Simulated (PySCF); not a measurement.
B(NH2Me)F3 (CH5BF3N).

Method: TPSS/def2-TZVP; geometry: GFN2-xTB; program: PySCF. No frequency check shows the geometry to be a minimum.

Input

```python
import numpy as np
from pyscf import gto, scf, dft
from pyscf.scf import atom_ks, atom_hf
from scipy.linalg import block_diag

def solve(mol, dm0=None, hcore=None):
    mf = (dft.UKS if mol.spin else dft.RKS)(mol, xc='tpss')
    mf.grids.level = 3
    mf = mf.density_fit(auxbasis='def2-universal-jkfit')
    mf.conv_tol, mf.max_cycle = 1e-8, 80
    if hcore is not None:
        mf.get_hcore = lambda *args: hcore
    mf.kernel(dm0)
    if not mf.converged:
        mf = mf.newton().run(mf.mo_coeff, mf.mo_occ, max_cycle=30)
    assert mf.converged, 'SCF not converged'
    return mf

mol = gto.M(atom='''
B      0.59969    -0.06652    -0.00106
N     -0.88319     0.76919    -0.03471
C     -2.05330    -0.11272     0.00898
H     -0.86980     1.32443    -0.88774
H     -0.86372     1.39974     0.76568
H     -2.98306     0.45574    -0.00775
H     -2.01244    -0.78682    -0.84211
H     -2.00596    -0.70654     0.92054
F      0.58008    -0.85064    -1.10246
F      0.58842    -0.74729     1.16658
F      1.52469     0.92437    -0.03681
''', basis='def2-tzvp', charge=0, spin=0, verbose=4)
mf = solve(mol)
mf.analyze()
# spherically averaged free atoms, for the promolecule
atm = atom_ks.get_atm_nrks(mol, xc='tpss')
pro = block_diag(*[(atm[a[0]][2] * atm[a[0]][3]) @ atm[a[0]][2].T for a in mol._atom])
np.savez('result.npz', e=mf.e_tot, c=mf.mo_coeff, occ=mf.mo_occ, eps=mf.mo_energy, pro=pro, dip=mf.dip_moment(verbose=0), s2=mf.spin_square()[0])
```

Run with:

```sh
OMP_NUM_THREADS=1 python input.py
```

The run took 2.5 min on 1 thread of Intel(R) Xeon(R) Processor @ 2.50GHz (Skylake/Cascade Lake), with other jobs on the host, peak memory 0.78 GiB.

Partitions, critical points and surface values were worked out afterwards from this run's density.

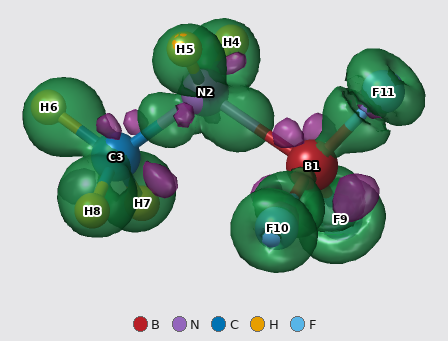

Deformation density (molecule less spherical, spin-averaged free atoms at the same positions), surfaces at ±0.12 e/Å³; green: gain, purple: loss.

**Describe the bonding that the map shows.**

N2–H4 and N2–H5: +0.83 e/Å³ at the bond critical point (bond length 1.02 Å, Mayer order 0.9). C3–H7 and C3–H8: +0.75 e/Å³ at the bond critical point (bond length 1.09 Å, Mayer order 1.0). C3–H6: +0.73 e/Å³ at the bond critical point (bond length 1.09 Å, Mayer order 1.0). N2–C3: +0.25 e/Å³ at the bond critical point (bond length 1.47 Å, Mayer order 1.0). B1–F10 and B1–F9: +0.24 e/Å³ at the bond critical point (bond length 1.35 Å, Mayer order 1.1). B1–F11: +0.23 e/Å³ at the bond critical point (bond length 1.36 Å, Mayer order 1.1). B1–N2: +0.02 e/Å³ at the bond critical point (bond length 1.70 Å, Mayer order 0.7); up to 0.6 Å beside the axis the gain reaches +0.49 e/Å³. In all, 2.2 electrons gather in the regions of gain relative to the promolecule. A small or negative value marks a very polar bond, one between electron-rich atoms, whose free-atom densities already overlap strongly, a long bond to a heavier atom, or a closed-shell contact such as a hydrogen bond.

**Where do the Hirshfeld charges lie?**

The highest Hirshfeld charge is on B1 (+0.21 e), the lowest on F11 (−0.21 e).
